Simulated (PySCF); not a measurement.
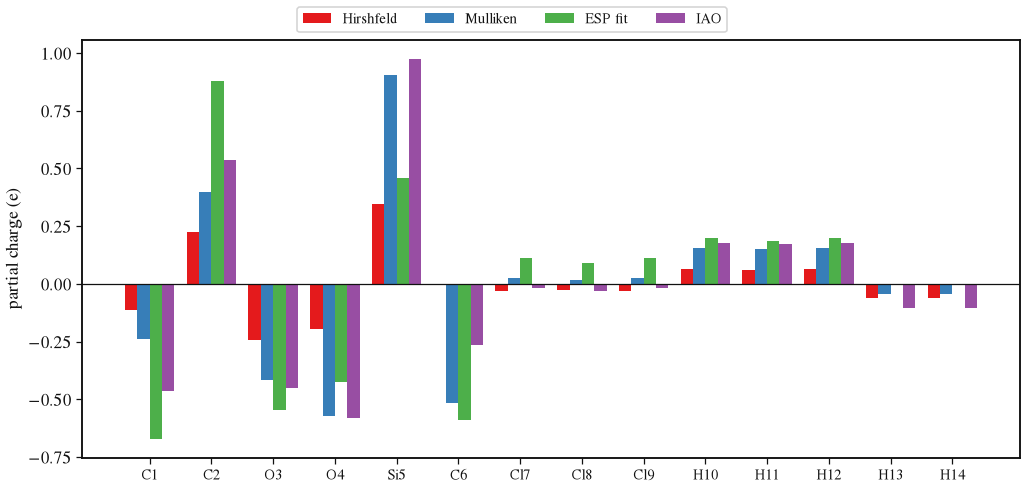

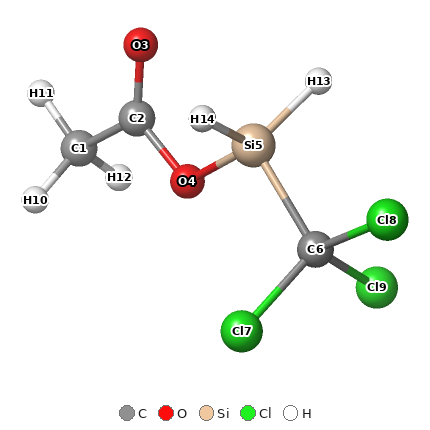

Atomic charges of C₃H₅Cl₃O₂Si, SMILES CC(=O)O[SiH2]C(Cl)(Cl)Cl by 4 schemes, PBE0/pcSseg-1 in PySCF 2.14.0, at a PBE0-D3(BJ)/def2-SVP geometry (no frequency check).

Question: On which atom do the schemes disagree most?

Answer: On C2: Hirshfeld 0.23, Mulliken 0.40, ESP fit 0.88, IAO 0.54 e.

Question: Which atom is the most negative in each scheme?

Answer: Hirshfeld: O3 (−0.24 e); Mulliken: O4 (−0.57 e); ESP fit: C1 (−0.67 e); IAO: O4 (−0.58 e).

Note: one conformer of a flexible molecule.
